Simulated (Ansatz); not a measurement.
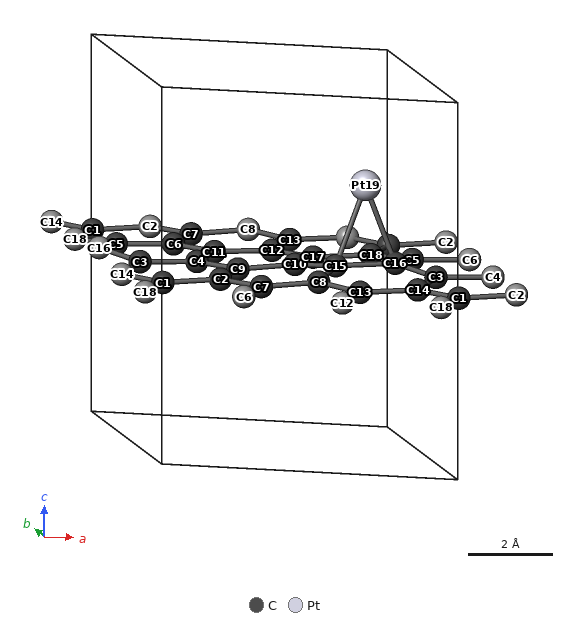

Figure 1. The input geometry (ball-and-stick view of the cell of the calculation, with the vacuum cut short, seen slightly off an axis; neighbours outside the cell are drawn fainter; atoms are numbered from 1 in the order of the input). Near neighbours in the crystal (not all of them lie inside the picture): C has 3 C at 1.40 to 1.45 Å; C has 3 C at 1.45 to 1.46 Å and 1 Pt at 2.06 Å; Pt has 2 C at 2.06 Å.

Nudged elastic band of PtC$_{18}$ (part 1 of 2)

PtC$_{18}$ (slab, 19 atoms in the cell), computed with DFT PBEsol, scalar-relativistic, plane waves, PAW, no spin polarisation (Ansatz 0.2.0).

One setting was made poor on purpose. It belongs to a series of runs on one base structure; here: band between the two ends. Figures and captions count atoms from 1; the log counts them from 0 in places.

**Output**
```
Warning: neb: disabling space-group detection — the band's intermediate images generally break the endpoint symmetry, so no spatial operation reduces the k-mesh or symmetrises the density, except that a semilocal band can use its path's symmetry ahead of convergence; time reversal is kept, so that k and −k are solved as one point where they differ and the mesh holds both, and exact exchange and, on two spinor components, a DFT+U term hold to it where the run has them: on two components no moment then forms, and a state that bears one, which a typed moment (crystal.atoms[].spin; refused beside efield: under a hybrid functional) reaches, can lie lower, under hf by electronvolts; crystal.symmetry.detect: false (a key that needs symmetry detection or time reversal refuses this as the deck is read) with time_reversal: false beside it drops time reversal too
Engine: ansatz 0.2.0, aarch64-unknown-linux-gnu
Pseudopotentials: kind: paw
Pseudopotential: C, paw, valence charge 4, recommended cutoff 420 eV (normal), C.paw.azcp
Pseudopotential: Pt, paw, valence charge 18, recommended cutoff 420 eV (normal), Pt.paw.azcp
Functional definition: PBEsol
  exchange = pbesol_x
  correlation = pbesol_c
NEB image 0
Crystal: 19 atoms, lattice volume = 568.775 Å³
Basis set: ecut = 420 eV, 11177 PW (Γ), exchange–correlation on 100×100×162 points (8 copies of the dense FFT grid, shifted against one another)
Bands: 64, of which v1, the nominal top of the filled ones, is band 45 counted from 1 (44 counted from 0)
Symmetry: 1 space group operations
k-points: 4
Non-local potential: C, projectors of the file, l = 0: 2, l = 1: 2, l = 2: 1
Non-local potential: Pt, projectors of the file, l = 0: 3, l = 1: 2, l = 2: 2, l = 3: 1
PAW form: soft (Blöchl's): semilocal exchange-correlation on the pseudo side does not see the compensation charge
PAW frozen core: C, regenerated for the run's functional, and the local potential with it (the file was generated under x = pbe(κ = 0.804, μ = 0.2195149727645171), c = pbe(β = 0.06672455060314922))
PAW frozen core: Pt, regenerated for the run's functional, and the local potential with it (the file was generated under x = pbe(κ = 0.804, μ = 0.2195149727645171), c = pbe(β = 0.06672455060314922))
PAW one-centre angular grid: C, 110 points (default); XC on 64 Gauss nodes
PAW one-centre angular grid: Pt, 590 points (default); XC on 64 Gauss nodes
Initial density: superposition of atomic densities (neutral atoms: chi_scale 0, normalization atom), corrected by the library's trained network
Initial wavefunctions: pseudopotential atomic-orbital guess
Functional: x = pbesol(κ = 0.804, μ = 0.12345679012345678), c = pbesol(β = 0.046)
SCF iter   1: F=—  HF=-16819.698807 eV  |F-HF|=—  |Δ(HF+E_count)|=         —  Δρ=3.90e-3  dr2=8.66e-2  ethr=1.77e-3  ⟨swp⟩=11.8  Hψ=1607  notcnv=0  defer=27
preconditioner: auto → Resta (q_TF=auto, 2.007 Å⁻¹)  ε∞=2.2  [insulator: Δε(μ)=0.303 eV  Ē_g=13.046 eV  σ=0.020 eV  W_gap=1.00  n_scr=84 (ndim 8)  ℏωp=14.1 eV  f_vac=0.637  D(μ)=0.00/eV (n_scr^D=0)  ε∞_Penn≈2.2  vacuum switching on, ρ_ref=1.2e-2 e/Å³]
SCF iter   2: F=—  HF=-16819.702736 eV  |F-HF|=—  |Δ(HF+E_count)|=   3.93e-3  Δρ=1.89e-3  dr2=2.05e-2  ethr=9.62e-5  ⟨swp⟩=3.2  Hψ=400  notcnv=0  defer=49
SCF iter   3: F=—  HF=-16819.708466 eV  |F-HF|=—  |Δ(HF+E_count)|=   5.73e-3  Δρ=1.39e-3  dr2=2.03e-2  ethr=2.28e-5  ⟨swp⟩=3.0  Hψ=386  notcnv=0  defer=49
SCF iter   4: F=—  HF=-16819.707951 eV  |F-HF|=—  |Δ(HF+E_count)|=   5.14e-4  Δρ=3.44e-4  dr2=8.83e-4  ethr=2.25e-5  ⟨swp⟩=2.5  Hψ=366  notcnv=0  defer=51
SCF iter   5: F=—  HF=-16819.708637 eV  |F-HF|=—  |Δ(HF+E_count)|=   6.86e-4  Δρ=9.97e-5  dr2=7.11e-5  ethr=9.81e-7  ⟨swp⟩=2.5  Hψ=324  notcnv=0  defer=51
SCF iter   6: F=—  HF=-16819.708712 eV  |F-HF|=—  |Δ(HF+E_count)|=   7.51e-5  Δρ=3.93e-5  dr2=1.08e-5  ethr=7.90e-8  ⟨swp⟩=2.0  Hψ=375  notcnv=0  defer=51
SCF iter   7: F=—  HF=-16819.708720 eV  |F-HF|=—  |Δ(HF+E_count)|=   7.64e-6  Δρ=1.31e-5  dr2=9.52e-7  ethr=1.20e-8  ⟨swp⟩=2.2  Hψ=359  notcnv=0  defer=51
SCF iter   8: F=-16819.708721 eV  HF=-16819.708721 eV  |F-HF|=6.02e-8  |Δ(HF+E_count)|=   1.42e-6  Δρ=3.75e-6  dr2=7.76e-8  ethr=1.11e-10  ⟨swp⟩=3.2  Hψ=991  notcnv=0
SCF 1 converged in 8 iterations: F = -16819.708721 eV  dr2 = 7.76e-8
  greatest PAW one-centre occupation: 1.000 electrons in one spin orbital (limit 2), on the Pt atom at site 18 (counted from 0), in its partial waves of l = 0
NSCF: frozen V_eff on 4 k-points
NEB image 4
SCF iter   1: F=—  HF=-16819.699995 eV  |F-HF|=—  |Δ(HF+E_count)|=         —  Δρ=3.90e-3  dr2=8.71e-2  ethr=1.77e-3  ⟨swp⟩=12.5  Hψ=1685  notcnv=0  defer=32
preconditioner: auto → Resta (q_TF=auto, 2.007 Å⁻¹)  ε∞=2.2  [insulator: Δε(μ)=0.303 eV  Ē_g=13.045 eV  σ=0.020 eV  W_gap=1.00  n_scr=84 (ndim 8)  ℏωp=14.1 eV  f_vac=0.637  D(μ)=0.00/eV (n_scr^D=0)  ε∞_Penn≈2.2  vacuum switching on, ρ_ref=1.2e-2 e/Å³]
SCF iter   2: F=—  HF=-16819.702962 eV  |F-HF|=—  |Δ(HF+E_count)|=   2.97e-3  Δρ=1.89e-3  dr2=2.08e-2  ethr=9.67e-5  ⟨swp⟩=4.0  Hψ=480  notcnv=0  defer=49
SCF iter   3: F=—  HF=-16819.708671 eV  |F-HF|=—  |Δ(HF+E_count)|=   5.71e-3  Δρ=1.43e-3  dr2=2.18e-2  ethr=2.31e-5  ⟨swp⟩=2.8  Hψ=332  notcnv=0  defer=49
SCF iter   4: F=—  HF=-16819.707911 eV  |F-HF|=—  |Δ(HF+E_count)|=   7.60e-4  Δρ=3.32e-4  dr2=7.83e-4  ethr=2.31e-5  ⟨swp⟩=2.5  Hψ=366  notcnv=0  defer=51
SCF iter   5: F=—  HF=-16819.708663 eV  |F-HF|=—  |Δ(HF+E_count)|=   7.52e-4  Δρ=9.18e-5  dr2=5.29e-5  ethr=8.70e-7  ⟨swp⟩=2.5  Hψ=336  notcnv=0  defer=51
SCF iter   6: F=—  HF=-16819.708716 eV  |F-HF|=—  |Δ(HF+E_count)|=   5.35e-5  Δρ=3.12e-5  dr2=6.85e-6  ethr=5.88e-8  ⟨swp⟩=2.0  Hψ=381  notcnv=0  defer=51
SCF iter   7: F=—  HF=-16819.708721 eV  |F-HF|=—  |Δ(HF+E_count)|=   4.51e-6  Δρ=1.13e-5  dr2=9.98e-7  ethr=7.61e-9  ⟨swp⟩=2.0  Hψ=332  notcnv=0  defer=51
SCF iter   8: F=-16819.708721 eV  HF=-16819.708721 eV  |F-HF|=3.28e-8  |Δ(HF+E_count)|=   6.83e-7  Δρ=3.28e-6  dr2=6.62e-8  ethr=1.11e-10  ⟨swp⟩=3.2  Hψ=954  notcnv=0
SCF 2 converged in 8 iterations: F = -16819.708721 eV  dr2 = 6.62e-8
NSCF: frozen V_eff on 4 k-points
NEB end point (image 0): max|allowed force component| = 3.023e-3 eV/Å (the criterion of neb.relax_end_points is 1.000e-2)
NEB end point (image 4): max|allowed force component| = 3.007e-3 eV/Å (the criterion of neb.relax_end_points is 1.000e-2)
NEB image 1
SCF iter   1: F=—  HF=-16819.494790 eV  |F-HF|=—  |Δ(HF+E_count)|=         —  Δρ=5.14e-3  dr2=1.62e-1  ethr=1.77e-3  ⟨swp⟩=12.5  Hψ=1639  notcnv=0  defer=26
preconditioner: auto → Resta (q_TF=auto, 2.007 Å⁻¹)  ε∞=2.2  [insulator: Δε(μ)=0.276 eV  Ē_g=13.051 eV  σ=0.020 eV  W_gap=1.00  n_scr=84 (ndim 8)  ℏωp=14.1 eV  f_vac=0.637  D(μ)=0.00/eV (n_scr^D=0)  ε∞_Penn≈2.2  vacuum switching on, ρ_ref=1.2e-2 e/Å³]
SCF iter   2: F=—  HF=-16819.490860 eV  |F-HF|=—  |Δ(HF+E_count)|=   3.93e-3  Δρ=2.80e-3  dr2=8.26e-2  ethr=1.80e-4  ⟨swp⟩=3.0  Hψ=452  notcnv=0  defer=50
SCF iter   3: F=—  HF=-16819.487572 eV  |F-HF|=—  |Δ(HF+E_count)|=   3.29e-3  Δρ=1.95e-3  dr2=3.58e-2  ethr=9.18e-5  ⟨swp⟩=2.2  Hψ=278  notcnv=0  defer=50
SCF iter   4: F=—  HF=-16819.486049 eV  |F-HF|=—  |Δ(HF+E_count)|=   1.52e-3  Δρ=8.92e-4  dr2=4.89e-3  ethr=3.98e-5  ⟨swp⟩=2.5  Hψ=321  notcnv=0  defer=53
SCF iter   5: F=—  HF=-16819.487282 eV  |F-HF|=—  |Δ(HF+E_count)|=   1.23e-3  Δρ=2.14e-4  dr2=3.42e-4  ethr=5.43e-6  ⟨swp⟩=3.5  Hψ=413  notcnv=0  defer=53
SCF iter   6: F=—  HF=-16819.487613 eV  |F-HF|=—  |Δ(HF+E_count)|=   3.31e-4  Δρ=6.12e-5  dr2=2.63e-5  ethr=3.80e-7  ⟨swp⟩=2.8  Hψ=307  notcnv=0  defer=53
SCF iter   7: F=—  HF=-16819.487650 eV  |F-HF|=—  |Δ(HF+E_count)|=   3.71e-5  Δρ=2.08e-5  dr2=2.85e-6  ethr=2.92e-8  ⟨swp⟩=2.0  Hψ=364  notcnv=0  defer=53
[...]
NEB image 2
preconditioner: auto → Resta (q_TF=auto, 2.007 Å⁻¹)  ε∞=2.2  [insulator: Δε(μ)=0.132 eV  Ē_g=13.016 eV  σ=0.020 eV  W_gap=1.00  n_scr=84 (ndim 8)  ℏωp=14.1 eV  f_vac=0.637  D(μ)=0.00/eV (n_scr^D=0)  ε∞_Penn≈2.2  vacuum switching on, ρ_ref=1.2e-2 e/Å³]
NEB image 3
preconditioner: auto → Resta (q_TF=auto, 2.007 Å⁻¹)  ε∞=2.2  [insulator: Δε(μ)=0.276 eV  Ē_g=13.037 eV  σ=0.020 eV  W_gap=1.00  n_scr=84 (ndim 8)  ℏωp=14.1 eV  f_vac=0.637  D(μ)=0.00/eV (n_scr^D=0)  ε∞_Penn≈2.2  vacuum switching on, ρ_ref=1.2e-2 e/Å³]
NEB iter   1: max|band force component| = 1.564e0 eV/Å  barrier→ = 0.2211 eV  barrier← = 0.2211 eV  Δτ_max = 0.0245 Å  (44 SCF iters)
NEB image 1
Initial density: handed on by an earlier stage of this run
Initial wavefunctions: those handed on with the density
preconditioner: auto → Resta (q_TF=auto, 2.007 Å⁻¹)  ε∞=2.2  [insulator: Δε(μ)=0.202 eV  Ē_g=12.951 eV  σ=0.020 eV  W_gap=1.00  n_scr=84 (ndim 8)  ℏωp=14.1 eV  f_vac=0.640  D(μ)=0.00/eV (n_scr^D=0)  ε∞_Penn≈2.2  vacuum switching on, ρ_ref=1.2e-2 e/Å³]
NEB image 2
preconditioner: auto → Resta (q_TF=auto, 2.007 Å⁻¹)  ε∞=2.2  [insulator: Δε(μ)=0.455 eV  Ē_g=12.966 eV  σ=0.020 eV  W_gap=1.00  n_scr=84 (ndim 8)  ℏωp=14.1 eV  f_vac=0.640  D(μ)=0.00/eV (n_scr^D=0)  ε∞_Penn≈2.2  vacuum switching on, ρ_ref=1.2e-2 e/Å³]
NEB image 3
NEB iter   2: max|band force component| = 7.616e-1 eV/Å  barrier→ = 0.1999 eV  barrier← = 0.1999 eV  Δτ_max = 0.0030 Å  (24 SCF iters)
[... from here on the SCF iterations and repeated set-up lines of each step are left out, up to the last step ...]
NEB image 1
NEB image 2
NEB image 3
NEB iter   3: max|band force component| = 6.577e-1 eV/Å  barrier→ = 0.1977 eV  barrier← = 0.1977 eV  Δτ_max = 0.0052 Å  (18 SCF iters)
NEB image 1
NEB image 2
NEB image 3
NEB iter   4: max|band force component| = 5.569e-1 eV/Å  barrier→ = 0.1948 eV  barrier← = 0.1948 eV  Δτ_max = 0.0074 Å  (19 SCF iters)
NEB image 1
NEB image 2
NEB image 3
NEB iter   5: max|band force component| = 4.141e-1 eV/Å  barrier→ = 0.1921 eV  barrier← = 0.1921 eV  CI = image 1  Δτ_max = 0.0086 Å  (19 SCF iters)
NEB image 1
NEB image 2
NEB image 3
NEB iter   6: max|band force component| = 5.631e-1 eV/Å  barrier→ = 0.1898 eV  barrier← = 0.1898 eV  CI = image 1  Δτ_max = 0.0088 Å  (19 SCF iters)
NEB image 1
NEB image 2
NEB image 3
NEB iter   7: max|band force component| = 4.039e-1 eV/Å  barrier→ = 0.1873 eV  barrier← = 0.1873 eV  CI = image 1  Δτ_max = 0.0082 Å  (19 SCF iters)
NEB image 1
NEB image 2
NEB image 3
NEB iter   8: max|band force component| = 4.612e-1 eV/Å  barrier→ = 0.1850 eV  barrier← = 0.1850 eV  CI = image 1  Δτ_max = 0.0017 Å  (19 SCF iters)
NEB image 1
NEB image 2
NEB image 3
NEB iter   9: max|band force component| = 4.188e-1 eV/Å  barrier→ = 0.1847 eV  barrier← = 0.1847 eV  CI = image 1  Δτ_max = 0.0032 Å  (15 SCF iters)
NEB image 1
NEB image 2
NEB image 3
NEB iter  10: max|band force component| = 3.406e-1 eV/Å  barrier→ = 0.1841 eV  barrier← = 0.1841 eV  CI = image 1  Δτ_max = 0.0044 Å  (16 SCF iters)
NEB image 1
NEB image 2
NEB image 3
NEB iter  11: max|band force component| = 2.384e-1 eV/Å  barrier→ = 0.1835 eV  barrier← = 0.1835 eV  CI = image 1  Δτ_max = 0.0052 Å  (18 SCF iters)
NEB image 1
NEB image 2
NEB image 3
NEB iter  12: max|band force component| = 1.272e-1 eV/Å  barrier→ = 0.1827 eV  barrier← = 0.1827 eV  CI = image 1  Δτ_max = 0.0054 Å  (18 SCF iters)
NEB image 1
NEB image 2
NEB image 3
NEB iter  13: max|band force component| = 1.216e-1 eV/Å  barrier→ = 0.1820 eV  barrier← = 0.1820 eV  CI = image 1  Δτ_max = 0.0050 Å  (18 SCF iters)
NEB image 1
NEB image 2
NEB image 3
NEB iter  14: max|band force component| = 1.537e-1 eV/Å  barrier→ = 0.1811 eV  barrier← = 0.1811 eV  CI = image 1  Δτ_max = 0.0045 Å  (18 SCF iters)
NEB image 1
NEB image 2
NEB image 3
NEB iter  15: max|band force component| = 1.673e-1 eV/Å  barrier→ = 0.1802 eV  barrier← = 0.1802 eV  CI = image 1  Δτ_max = 0.0035 Å  (18 SCF iters)
NEB image 1
NEB image 2
NEB image 3
NEB iter  16: max|band force component| = 1.572e-1 eV/Å  barrier→ = 0.1791 eV  barrier← = 0.1791 eV  CI = image 1  Δτ_max = 0.0047 Å  (18 SCF iters)
NEB image 1
NEB image 2
NEB image 3
NEB iter  17: max|band force component| = 1.190e-1 eV/Å  barrier→ = 0.1780 eV  barrier← = 0.1780 eV  CI = image 1  Δτ_max = 0.0064 Å  (18 SCF iters)
NEB image 1
NEB image 2
NEB image 3
NEB iter  18: max|band force component| = 5.475e-2 eV/Å  barrier→ = 0.1769 eV  barrier← = 0.1769 eV  CI = image 1  Δτ_max = 0.0071 Å  (18 SCF iters)
NEB image 1
NEB image 2
NEB image 3
NEB iter  19: max|band force component| = 7.466e-2 eV/Å  barrier→ = 0.1760 eV  barrier← = 0.1760 eV  CI = image 1  Δτ_max = 0.0062 Å  (18 SCF iters)
NEB image 1
NEB image 2
NEB image 3
NEB iter  20: max|band force component| = 1.502e-1 eV/Å  barrier→ = 0.1752 eV  barrier← = 0.1752 eV  CI = image 1  Δτ_max = 0.0017 Å  (18 SCF iters)
NEB image 1
NEB image 2
NEB image 3
NEB iter  21: max|band force component| = 9.591e-2 eV/Å  barrier→ = 0.1752 eV  barrier← = 0.1752 eV  CI = image 1  Δτ_max = 0.0028 Å  (15 SCF iters)
NEB image 1
NEB image 2
preconditioner: auto → Resta (q_TF=auto, 2.007 Å⁻¹)  ε∞=2.2  [insulator: Δε(μ)=0.293 eV  Ē_g=12.958 eV  σ=0.020 eV  W_gap=1.00  n_scr=84 (ndim 8)  ℏωp=14.1 eV  f_vac=0.640  D(μ)=0.00/eV (n_scr^D=0)  ε∞_Penn≈2.2  vacuum switching on, ρ_ref=1.2e-2 e/Å³]
NEB image 3
NEB image 2
NSCF: frozen V_eff on 4 k-points
NEB image 3
NSCF: frozen V_eff on 4 k-points
NEB image 1
NSCF: frozen V_eff on 4 k-points
the band table was solved once a step of the walk had ended and its energy, with any forces and stress, was formed, with the checks that follow a solve (1381 applications of the Hamiltonian). They found nothing against the state; the energy, forces and stress were not computed again (output.eigenvalues in the input reference)
NEB iter  22: max|band force component| = 3.217e-2 eV/Å  barrier→ = 0.1751 eV  barrier← = 0.1751 eV  CI = image 1  Δτ_max = 0.0000 Å  (15 SCF iters)
```

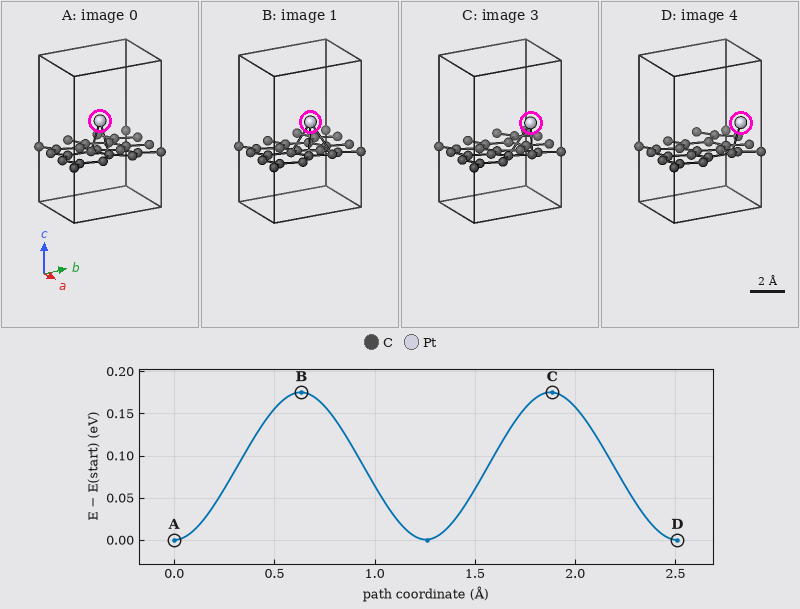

Figure 2. Images of the last band (counted from 0; ball-and-stick, simulation cell, with the vacuum cut short, seen slightly off an axis), with the moving atom and its periodic copies ringed, above the energy along the path; the line is a cubic interpolation that uses the forces. The highest image is number 1, 0.175 eV above the start and 0.175 eV above the end (the climbing image); start and end have the same energy. The path is 2.51 Å long, and Pt19 moves most (2.47 Å). The band converged in 22 iterations.

```
Free energy (F): -16819.533658 eV
Harris-Foulkes:  -16819.533658 eV  (|F-HF|=1.21e-8)
Internal energy: -16819.533658 eV  (E = F + TS)
E sigma→0 (E₀):  -16819.533658 eV
Fermi energy:    -0.231750 eV
--- Per-component energies (eV) ---
  E_band       = -1222.070943
  E_kinetic    = 2276.394598
  E_local      = -23069.577605  (includes V_loc(G=0)·N_el)
  E_nonlocal   = 699.824368
  E_hartree    = 10326.439215
  E_xc         = -1113.961705
  E_vxc        = -1362.833898  (∫ρ·V_xc dr)
  E_paw        = -11036.818078  (= ΣΔE_a)
  E_vpaw       = -418.759735  (= ΣTr[D̂ρ^β])
  E_aug_tail   = 0.000338  (compensation charges beyond the density's cutoff)
  E_ewald      = 5097.498421
  E_core_change = 0.666790  (= ΣΔE_core)
  E_smearing   = -0.000000  (= −TS)
  E_closure    = -0.000000  (closes the sum)
  Σ components = -16819.533658   (vs F -16819.533658, Δ=0.00e0)
--- Forces (eV/Å), atoms counted from 1 ---
  atom   1  C      0.00752915     0.00827197     0.00786415
  atom   2  C     -0.00162836    -0.01355223     0.01333574
  atom   3  C     -0.01017550     0.00124486    -0.01101037
  atom   4  C      0.00492742     0.00061662    -0.01379210
[...]
  atom   5  C     -0.00731587    -0.00626867    -0.00094470
  atom   6  C     -0.00466780    -0.00019742     0.02659817
  atom   7  C      0.00825806     0.01658204     0.01847636
  atom   8  C     -0.00269753    -0.01952993    -0.01060554
  atom   9  C      0.00101400     0.00232362    -0.01226684
  atom  10  C     -0.01131508     0.00524407    -0.01111802
  atom  11  C      0.02082319    -0.00365055     0.01055319
  atom  12  C     -0.00609130    -0.00678316     0.00988169
  atom  13  C     -0.00064654     0.00770559    -0.00872263
  atom  14  C     -0.00094313    -0.00347596    -0.01068960
  atom  15  C      0.01217159     0.00076299    -0.01095235
  atom  16  C     -0.00064545     0.00238681    -0.00054288
  atom  17  C      0.00099895    -0.00858731     0.00352629
  atom  18  C      0.00776536    -0.00002297     0.00365318
  atom  19  Pt    -0.01730859     0.01691274    -0.00341235
  max |Σ_I F_I| component: 1.69e-4 eV/Å
--- Band table (eV) ---
  k-point 0: bands = ["-97.5072", "-52.3011", "-51.6404", "-51.4741", "-19.9962", "-17.7153", "-17.4095", "-17.3822", "-17.3121", "-17.2866", "-17.2841", "-13.1841", "-13.0764", "-13.0048", "-12.9584", "-11.1327", "-11.0833", "-10.2753", "-10.2192", "-10.1410", "-10.0572", "-10.0318", "-10.0113", "-8.3492", "-6.5376", "-6.4377", "-6.2763", "-6.2338", "-6.1979", "-6.1715", "-6.0315", "-5.5224", "-5.2844", "-5.0875", "-5.0130", "-5.0070", "-3.6212", "-3.4216", "-2.8121", "-2.2179", "-2.0788", "-1.8307", "-1.7955", "-0.6437", "-0.3338", "-0.1297", "0.0091", "0.4788", "3.2957", "3.8092", "3.9805", "4.0368", "4.4656", "4.4925", "4.5420", "4.6031", "4.8678", "5.1234", "5.2437", "6.2945", "6.2969", "6.3640", "6.8674", "6.9930"]
```
